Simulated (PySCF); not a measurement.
# H5NOSi: spin-spin couplings and electronic excitations at several levels of theory, part 2 of 2

PySCF 2.14.0. Atoms count from 0. The steps go on from the part before.

### 8 Excited states and response: B3LYP/def2-SVPD

What the job is given:

```
{"job": {"kind": "uv", "xc": "B3LYP", "basis": "def2-SVPD", "ip": true}, "charge": 0, "multiplicity": 1}
N      1.198472     0.121672    -0.154849
Si    -0.444538    -0.382785    -0.145773
O     -1.505094     0.836772     0.263533
H      1.601203     0.740566    -0.846853
H      1.899448    -0.330452     0.416940
H     -0.943725    -0.815038    -1.479729
H     -0.475927    -1.512665     0.833832
H     -1.273716     1.324325     1.060125
```

Level: TDDFT B3LYP/def2-SVPD, vertical, gas phase, core orbitals frozen in the response.

The log of the run:

```text
coarse grid: 6872 points
cycle   1  E = -422.2088278511  dE =  1.571e-01  |g| = 8.003e-01  |ddm| = 3.097e+00
cycle   2  E = -421.9434219768  dE =  2.654e-01  |g| = 1.394e+00  |ddm| = 1.849e+00
cycle   3  E = -422.3317631418  dE = -3.883e-01  |g| = 1.059e-01  |ddm| = 1.189e+00
cycle   4  E = -422.3332485638  dE = -1.485e-03  |g| = 6.695e-02  |ddm| = 1.437e-01
cycle   5  E = -422.3341912466  dE = -9.427e-04  |g| = 7.183e-03  |ddm| = 6.408e-02
cycle   6  E = -422.3342051851  dE = -1.394e-05  |g| = 8.055e-04  |ddm| = 9.675e-03
cycle   7  E = -422.3342053358  dE = -1.506e-07  |g| = 1.392e-04  |ddm| = 1.490e-03
final grid: 60992 points
cycle   8  E = -422.3912137404  dE = -1.165e-05  |g| = 3.718e-03  |ddm| = 3.375e-02
cycle   9  E = -422.3912094445  dE =  4.296e-06  |g| = 5.827e-03  |ddm| = 8.656e-03
cycle  10  E = -422.3912168365  dE = -7.392e-06  |g| = 3.020e-04  |ddm| = 5.037e-03
cycle  11  E = -422.3912168563  dE = -1.976e-08  |g| = 1.406e-04  |ddm| = 4.569e-04
cycle  12  E = -422.3912168594  dE = -3.133e-09  |g| = 5.560e-05  |ddm| = 1.517e-04
cycle  13  E = -422.3912168601  dE = -6.381e-10  |g| = 4.980e-06  |ddm| = 5.219e-05
converged SCF energy = -422.3912168601

Static polarisability (au): isotropic 41.043, principal 39.159 40.615 43.355

Singlet excitations
state   eV       nm        f      main configurations
  1   6.3731    194.5   0.05101   H->L 0.93
  2   7.0789    175.1   0.03583   H->L+1 0.91
  3   7.4357    166.7   0.00655   H-1->L 0.93
  4   7.8124    158.7   0.01175   H->L+2 0.90, H->L+4 0.08
  5   7.9714    155.5   0.01707   H->L+3 0.66, H->L+4 0.15, H-1->L+1 0.09
  6   8.0391    154.2   0.02907   H-1->L+1 0.77
  7   8.1220    152.7   0.02769   H->L+4 0.60, H->L+3 0.24
  8   8.3552    148.4   0.00563   H->L+5 0.63, H-2->L 0.26
  9   8.4481    146.8   0.04782   H-2->L 0.56, H->L+5 0.25
 10   8.8216    140.5   0.03338   H->L+6 0.71, H-1->L+2 0.22

Triplet excitations (Tamm-Dancoff, eV): 6.0135 6.5967 7.1741 7.6174
Vertical ionisation energy (delta-SCF) = 10.0435 eV
```

Wall time 14 s (1 thread of Arm Neoverse V1, shared host); peak memory 0.53 GiB.

In short: HOMO -7.43 eV, LUMO -0.02 eV; lowest singlet 6.37 eV.

### 9 Excited states and response: PBE0/def2-SVPD

Same as in step 8 but for these lines:

```diff
@@ -1,2 +1,2 @@
-{"job": {"kind": "uv", "xc": "B3LYP", "basis": "def2-SVPD", "ip": true}, "charge": 0, "multiplicity": 1}
+{"job": {"kind": "uv", "xc": "PBE0", "basis": "def2-SVPD", "ip": true}, "charge": 0, "multiplicity": 1}
 N      1.198472     0.121672    -0.154849
```

Level: TDDFT PBE0/def2-SVPD, vertical, gas phase, core orbitals frozen in the response.

The log of the run:

```text
coarse grid: 6872 points
cycle   1  E = -421.9416807947  dE =  1.288e-01  |g| = 7.219e-01  |ddm| = 3.039e+00
cycle   2  E = -421.7845641860  dE =  1.571e-01  |g| = 1.142e+00  |ddm| = 1.597e+00
cycle   3  E = -422.0426650990  dE = -2.581e-01  |g| = 8.347e-02  |ddm| = 9.622e-01
cycle   4  E = -422.0436578582  dE = -9.928e-04  |g| = 4.770e-02  |ddm| = 1.076e-01
cycle   5  E = -422.0441408636  dE = -4.830e-04  |g| = 5.548e-03  |ddm| = 4.722e-02
cycle   6  E = -422.0441486039  dE = -7.740e-06  |g| = 5.929e-04  |ddm| = 6.498e-03
final grid: 60992 points
cycle   7  E = -422.0970980723  dE = -7.537e-06  |g| = 7.010e-03  |ddm| = 2.966e-02
cycle   8  E = -422.0970826196  dE =  1.545e-05  |g| = 1.118e-02  |ddm| = 1.395e-02
cycle   9  E = -422.0971081922  dE = -2.557e-05  |g| = 3.872e-04  |ddm| = 8.644e-03
cycle  10  E = -422.0971082178  dE = -2.567e-08  |g| = 1.410e-04  |ddm| = 4.360e-04
cycle  11  E = -422.0971082221  dE = -4.220e-09  |g| = 2.512e-05  |ddm| = 1.676e-04
cycle  12  E = -422.0971082222  dE = -1.785e-10  |g| = 3.491e-06  |ddm| = 3.272e-05
converged SCF energy = -422.0971082222

Static polarisability (au): isotropic 40.581, principal 38.693 40.133 42.918

Singlet excitations
state   eV       nm        f      main configurations
  1   6.5992    187.9   0.04972   H->L 0.92
  2   7.3438    168.8   0.04026   H->L+1 0.88
  3   7.6674    161.7   0.00719   H-1->L 0.89
  4   8.0783    153.5   0.01129   H->L+2 0.86, H->L+4 0.11
  5   8.1863    151.5   0.01912   H->L+3 0.52, H->L+4 0.19, H-1->L+1 0.14
  6   8.2684    149.9   0.03348   H-1->L+1 0.66, H->L+4 0.14
  7   8.3739    148.1   0.03439   H->L+4 0.43, H->L+3 0.38
  8   8.5920    144.3   0.00686   H->L+5 0.67, H-2->L 0.20
  9   8.7112    142.3   0.04644   H-2->L 0.56, H->L+5 0.19
 10   9.0462    137.1   0.01523   H-1->L+2 0.79, H->L+6 0.13

Triplet excitations (Tamm-Dancoff, eV): 6.2058 6.7899 7.3420 7.7567
Vertical ionisation energy (delta-SCF) = 10.0092 eV
```

Wall time 16 s (1 thread of Arm Neoverse V1, shared host); peak memory 0.52 GiB.

In short: HOMO -7.67 eV, LUMO 0.29 eV; lowest singlet 6.60 eV.

### 10 Ultraviolet spectrum: BHandHLYP/def2-SVPD

Same as in step 9 but for these lines:

```diff
@@ -1,2 +1,2 @@
-{"job": {"kind": "uv", "xc": "PBE0", "basis": "def2-SVPD", "ip": true}, "charge": 0, "multiplicity": 1}
+{"job": {"kind": "uv", "xc": "BHandHLYP", "basis": "def2-SVPD", "ip": true}, "charge": 0, "multiplicity": 1}
 N      1.198472     0.121672    -0.154849
```

With the program's defaults for keys left out, this is: TDDFT BHandHLYP/def2-SVPD, vertical, gas phase, core orbitals frozen in the response.

The log of the run:

```text
coarse grid: 6872 points
cycle   1  E = -422.1745063835  dE =  9.010e-02  |g| = 6.525e-01  |ddm| = 2.982e+00
cycle   2  E = -422.1468023484  dE =  2.770e-02  |g| = 7.654e-01  |ddm| = 1.276e+00
cycle   3  E = -422.2585506061  dE = -1.117e-01  |g| = 5.104e-02  |ddm| = 6.338e-01
cycle   4  E = -422.2589281327  dE = -3.775e-04  |g| = 2.770e-02  |ddm| = 7.173e-02
cycle   5  E = -422.2590904729  dE = -1.623e-04  |g| = 4.435e-03  |ddm| = 3.045e-02
cycle   6  E = -422.2590950422  dE = -4.569e-06  |g| = 2.933e-04  |ddm| = 5.940e-03
final grid: 60992 points
cycle   7  E = -422.2957985196  dE = -5.501e-06  |g| = 1.810e-03  |ddm| = 1.853e-02
cycle   8  E = -422.2957985204  dE = -7.999e-10  |g| = 1.922e-03  |ddm| = 3.966e-03
cycle   9  E = -422.2957993058  dE = -7.854e-07  |g| = 9.698e-05  |ddm| = 1.616e-03
cycle  10  E = -422.2957993094  dE = -3.650e-09  |g| = 5.568e-05  |ddm| = 2.798e-04
cycle  11  E = -422.2957993102  dE = -7.150e-10  |g| = 1.743e-05  |ddm| = 7.131e-05
converged SCF energy = -422.2957993102

Static polarisability (au): isotropic 38.790, principal 37.348 38.299 40.722

Singlet excitations
state   eV       nm        f      main configurations
  1   6.9571    178.2   0.04736   H->L 0.82, H->L+1 0.12
  2   7.9509    155.9   0.04257   H->L+1 0.68, H->L 0.10, H-1->L 0.09
  3   8.2719    149.9   0.01220   H-1->L 0.64, H-1->L+1 0.11, H->L+1 0.11
  4   8.5165    145.6   0.00238   H->L+4 0.48, H->L+2 0.22, H->L+5 0.17
  5   8.7594    141.5   0.01544   H->L+2 0.42, H->L+3 0.22
  6   8.8125    140.7   0.06518   H-1->L+1 0.37, H->L+5 0.16, H->L+2 0.15
  7   8.9967    137.8   0.02595   H->L+3 0.36, H-1->L+1 0.21, H->L+2 0.11
  8   9.1878    134.9   0.01580   H->L+5 0.41, H->L+4 0.17, H->L+3 0.13
  9   9.3002    133.3   0.01359   H-2->L 0.29, H->L+6 0.22, H-2->L+1 0.14
 10   9.5883    129.3   0.03309   H-1->L+2 0.46, H->L+6 0.33

Triplet excitations (Tamm-Dancoff, eV): 6.5246 7.3689 7.8615 8.2525
Vertical ionisation energy (delta-SCF) = 10.0029 eV
```

Wall time 16 s (1 thread of Arm Neoverse V1, shared host); peak memory 0.52 GiB.

In short: HOMO -9.04 eV, LUMO 0.80 eV; lowest singlet 6.96 eV.

### 11 Excited states and response: CAM-B3LYP/def2-SVPD

Same as in step 10 but for these lines:

```diff
@@ -1,2 +1,2 @@
-{"job": {"kind": "uv", "xc": "BHandHLYP", "basis": "def2-SVPD", "ip": true}, "charge": 0, "multiplicity": 1}
+{"job": {"kind": "uv", "xc": "CAM-B3LYP", "basis": "def2-SVPD", "ip": true}, "charge": 0, "multiplicity": 1}
 N      1.198472     0.121672    -0.154849
```

Method: TDDFT CAM-B3LYP/def2-SVPD, vertical, gas phase, core orbitals frozen in the response.

The log of the run:

```text
coarse grid: 6872 points
cycle   1  E = -422.1640445053  dE =  1.094e-01  |g| = 7.198e-01  |ddm| = 3.018e+00
cycle   2  E = -422.0978298912  dE =  6.621e-02  |g| = 9.476e-01  |ddm| = 1.429e+00
cycle   3  E = -422.2656933193  dE = -1.679e-01  |g| = 6.212e-02  |ddm| = 7.336e-01
cycle   4  E = -422.2662198787  dE = -5.266e-04  |g| = 3.564e-02  |ddm| = 8.577e-02
cycle   5  E = -422.2664846597  dE = -2.648e-04  |g| = 5.178e-03  |ddm| = 3.873e-02
cycle   6  E = -422.2664910743  dE = -6.415e-06  |g| = 4.411e-04  |ddm| = 8.683e-03
final grid: 60992 points
cycle   7  E = -422.3244890264  dE = -9.770e-06  |g| = 2.458e-03  |ddm| = 1.586e-02
cycle   8  E = -422.3244886696  dE =  3.568e-07  |g| = 2.884e-03  |ddm| = 4.869e-03
cycle   9  E = -422.3244904028  dE = -1.733e-06  |g| = 1.232e-04  |ddm| = 2.319e-03
cycle  10  E = -422.3244904066  dE = -3.814e-09  |g| = 9.697e-05  |ddm| = 2.949e-04
cycle  11  E = -422.3244904084  dE = -1.812e-09  |g| = 2.785e-05  |ddm| = 9.697e-05
cycle  12  E = -422.3244904085  dE = -1.667e-10  |g| = 4.049e-06  |ddm| = 2.915e-05
converged SCF energy = -422.3244904085

Static polarisability (au): isotropic 40.313, principal 38.658 39.862 42.420

Singlet excitations
state   eV       nm        f      main configurations
  1   6.6573    186.2   0.04786   H->L 0.83, H->L+1 0.12
  2   7.5851    163.5   0.04165   H->L+1 0.62, H-1->L 0.16
  3   7.8552    157.8   0.01192   H-1->L 0.60, H->L+1 0.18, H-1->L+1 0.10
  4   8.2471    150.3   0.00422   H->L+4 0.49, H->L+2 0.26, H->L+5 0.13
  5   8.3910    147.8   0.02215   H->L+3 0.34, H->L+2 0.22, H-1->L+1 0.12
  6   8.4631    146.5   0.05249   H-1->L+1 0.33, H->L+5 0.26, H->L+2 0.23
  7   8.6301    143.7   0.02441   H->L+3 0.33, H-1->L+1 0.21, H->L+2 0.17
  8   8.8105    140.7   0.01818   H-2->L 0.28, H->L+5 0.23, H->L+3 0.14
  9   8.8995    139.3   0.01721   H->L+5 0.21, H->L+6 0.17, H->L+4 0.17
 10   9.2163    134.5   0.01580   H-1->L+2 0.64, H->L+6 0.21

Triplet excitations (Tamm-Dancoff, eV): 6.2562 7.0521 7.4761 7.9431
Vertical ionisation energy (delta-SCF) = 10.2066 eV
```

It took 19 s on 1 thread of Arm Neoverse V1, shared host; peak memory 0.54 GiB.

Key values: HOMO -9.13 eV, LUMO 0.94 eV; lowest singlet 6.66 eV.

### 12 Run by run: spin-spin couplings

Couplings (Hz), each a mean over the pairs like the one named, with basis size and wall time:

```tsv
run	Si1–H5	N0–H3	O2–H7	Si1–O2	H5–H6	N0–Si1	O2–H5	functions	time
B3LYP/def2-TZVP	-199.1	-79.0	-75.0	-31.1	18.4	16.8	-14.2	129	9.4 s
B3LYP/cc-pVTZ	-185.5	-71.0	-62.3	-27.6	17.6	15.7	-12.9	164	13 s
B3LYP/6-31G*	-205.8	-79.0	-77.1	-17.5	18.1	21.1	-12.8	56	3.7 s
```

### 13 Comparing the runs: electronic excitations

Excitations and ground-state properties, with basis size and wall time:

```tsv
run	lowest singlet (eV)	brightest (eV)	f	gap (eV)	α (Å³)	μ (D)	functions	time
HF/def2-SVPD	7.70	9.75	0.095	13.55	5.40	2.33	107	2 s
LDA/def2-SVPD	6.00	6.00	0.054	5.83	6.47	2.28	107	13 s
PBE/def2-SVPD	5.94	5.94	0.055	5.77	6.37	2.24	107	18 s
B3LYP/def2-SVPD	6.37	6.37	0.051	7.41	6.08	2.25	107	14 s
PBE0/def2-SVPD	6.60	6.60	0.050	7.96	6.01	2.27	107	16 s
BHandHLYP/def2-SVPD	6.96	8.81	0.065	9.84	5.75	2.28	107	16 s
CAM-B3LYP/def2-SVPD	6.66	8.46	0.052	10.07	5.97	2.27	107	19 s
```

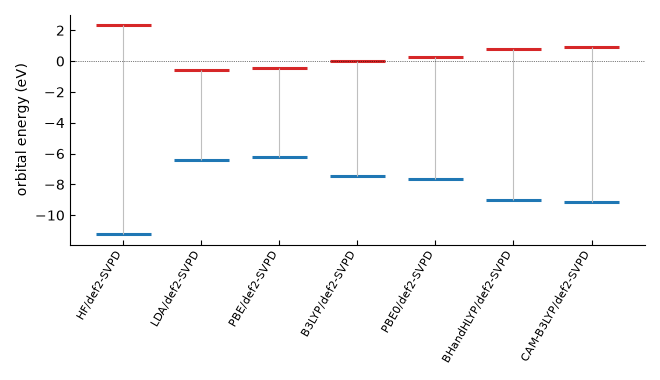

HOMO (blue) and LUMO (red) run by run.

### 14 What came out

This closing draws on all 2 parts.

| quantity | value |
| --- | --- |
| largest coupling of the table (B3LYP/def2-TZVP) | 1J(Si,H) Si1–H5, -199.1 Hz |
| lowest singlet (HF/def2-SVPD) | 7.70 eV (161 nm), f = 0.048 |
| brightest single state of those computed | state 5, 9.75 eV, f = 0.095 |
| lowest triplet | 7.09 eV |
| vertical ionisation energy (ΔSCF) | 8.90 eV |
| range of J(Si1,H5), mean over like pairs | -205.8 to -185.5 Hz |
| range of the lowest singlet | 5.94 to 7.70 eV |

Single values in the summary come from the first run of each kind that ended normally (B3LYP/def2-TZVP; HF/def2-SVPD), which need not be the best level. In the run at B3LYP/def2-TZVP, the largest coupling of the table is Si1–H5 (mean over like pairs), -199.1 Hz, of which the Fermi-contact term gives -199.5 Hz. The first singlet state (HOMO→LUMO 0.62, HOMO→LUMO+1 0.15) lies at 7.70 eV and is weak; of the 10 states computed, the strongest absorption comes from state 5 at 9.75 eV. The lowest triplet lies 0.61 eV below the lowest singlet (triplets in Tamm-Dancoff, singlets in full TDDFT). At HF/def2-SVPD, the highest states lie near or above the ionisation energy, where they hang on the basis. The orbital energy would give 11.24 eV for ionisation, ΔSCF gives 8.90 eV. The coupling Si1–H5, as a mean over pairs of its kind, runs from -205.8 Hz (B3LYP/6-31G*) to -185.5 Hz (B3LYP/cc-pVTZ). The lowest singlet runs from 5.94 eV (PBE/def2-SVPD) to 7.70 eV (HF/def2-SVPD), while the orbital gap spans 5.77 to 13.55 eV: the excitation energy moves far less from run to run than the orbital gap does. The lowest state need not be the same one in every run. The runs solved for a few states only, so the brightest column depends on that window. Couplings from bases without tight functions are rough.
